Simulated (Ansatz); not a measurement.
Cost and result by functional for the adsorption energy of Cl on the 1x1 (100) surface of monoclinic HfO2 (cut with top plane 2 O), one in a 1x1 cell, started at the site 'hollow O-O-O', in Ansatz (plane waves, PAW). Single points on the PBE structure, on one kind of machine; costs are rough ratios of the slab run's core time (references not counted) to the cheapest single point. r2SCAN's cost holds its higher cutoff (500 against 420 eV). Differences are taken against r2SCAN for comparison alone: no measured value is at hand, so the table doesn't rank accuracy. The points keep PBE's geometry, so the relaxation of a polaron and the settling of charge on one site are left out.

Host crystal: monoclinic HfO2, with a band gap (PBE, scalar-relativistic without spin-orbit coupling).

Model: 25-atom slab, 9.3 Å thick at the start under the adsorbate (thin: gaps and levels are the slab's own), 4x4x1 mesh, Fermi-Dirac 0.01 eV, dipole correction, 12 atoms held, the rest relaxed; no symmetry held; spin-polarised, ending with about 1.0 μB a cell; orders that need a larger cell were not tried, no spin-orbit, no U, no dispersion correction. At the end it is bonded to Hf. In PBE it is, or lies within 0.03 eV of, the lowest of the starts that converged. These notes are the PBE run's. RPBE: The program's check for a lower electronic state was not made. r2SCAN: The program's check for a lower electronic state was not made. Adsorption energies are against ½ Cl2(g). A negative adsorption energy means that the adsorbate is more stable on the surface than in its reference.

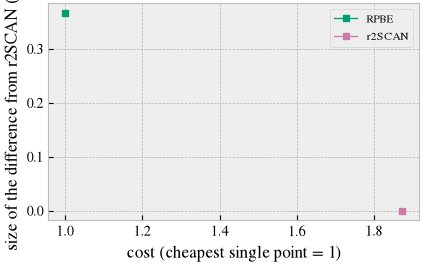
Figure. Difference from r2SCAN against cost

```
functional                     relative cost  adsorption energy (eV)  less r2SCAN (eV)
-----------------------------  -------------  ----------------------  ----------------
RPBE                                       1                    0.15              0.37
r2SCAN                                     2                   -0.22              0.00
PBE (the relaxed run's value)              –                   -0.01              0.20
```

The values span 0.37 eV, while the single points' costs differ by a factor of roughly 2. Differences are of unrounded values.

Ansatz is a quantum-chemistry and plane-wave program.
